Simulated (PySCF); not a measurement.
# C₃H₆BrFSi₂: what the fields show

```xyz
13

F     3.3736    1.3399   -0.8907
Si    3.0410   -0.0921   -0.2298
C     1.2703   -0.0406    0.2722
C     0.1172    0.0024    0.6272
C    -1.2575    0.0079    1.0046
Si   -2.4446    0.2275   -0.4962
Br   -1.7284   -1.7455    1.8349
H     3.2500   -1.0631   -1.2932
H     3.9211   -0.1974    0.9238
H    -1.4407    0.7403    1.7912
H    -3.7952    0.1982    0.0606
H    -2.1130    1.5153   -1.1028
H    -2.1983   -0.8924   -1.3983
```

Geometry: GFN2-xTB.

These are results of PBE0/def2-SVPD, SCF density, gas phase (PySCF 2.14.0), not measurements.

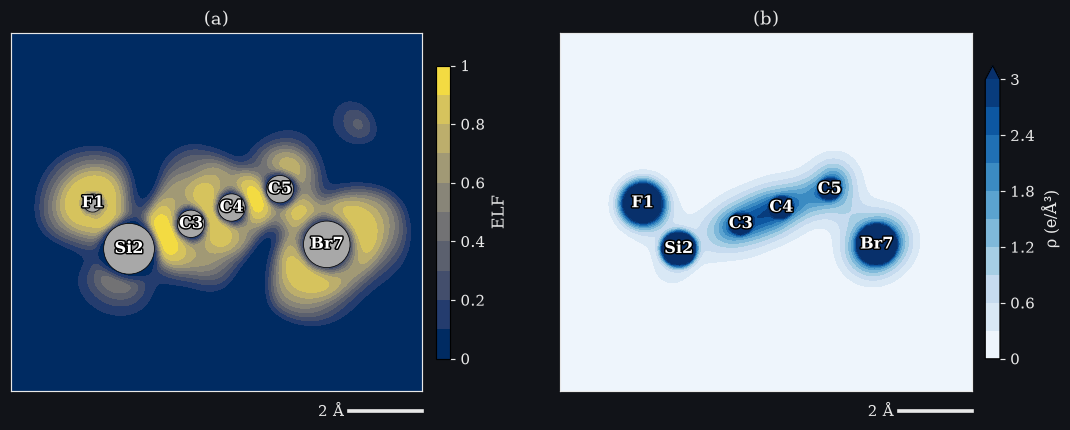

Figure 1. (a) ELF; (b) total electron density on the plane of atoms C4, C5 and Br7. Grey discs cover the atomic cores in the ELF map.

Interpret the plot.

Answer. The plane passes through F, Si, C and Br nuclei.
C–C (1.21 Å): ρ is about 2.7 e/Å³ halfway; the ELF peaks at about 0.85 between the atoms: a short, multiple covalent bond.
Si–F (1.61 Å): ρ is about 1 e/Å³ halfway; the ELF peaks at about 0.85 in the valence shell of F, 0.6 Å from its nucleus, and is about 0.50 at the midpoint.
C–Si (1.84 Å): ρ is about 0.96 e/Å³ halfway; the ELF peaks at about 0.95 between the atoms: a shared electron pair.
C–Br (2.00 Å): ρ is about 0.93 e/Å³ halfway; the ELF peaks at about 0.85 between the atoms; localised, covalent bonding.
The ELF also peaks beside Br7 and F1, away from the bonds: lone-pair regions.

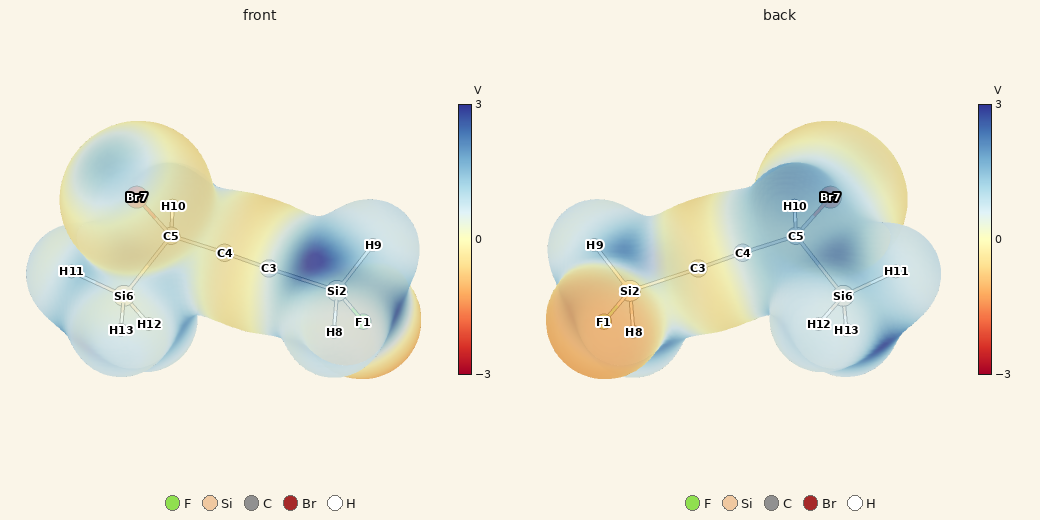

Figure 2. The electrostatic potential painted on the density surface at 0.004 e/bohr³, seen from the front and from behind; red is negative and blue positive.

Describe the electrostatic potential map.

Answer. The most negative region (about −1.1 V, or −25 kcal/mol for a unit charge) lies over F1, the most positive (about +2.7 V, or +62 kcal/mol for a unit charge) over Si2 and Si6. Br7 shows a σ-hole: about +1.4 V, or +32 kcal/mol for a unit charge at the tip opposite its bond, against about −0.3 V, or −7 kcal/mol for a unit charge on its flanks.

What dipole moment does the calculation give?

Answer. Its dipole moment is 1.08 D.
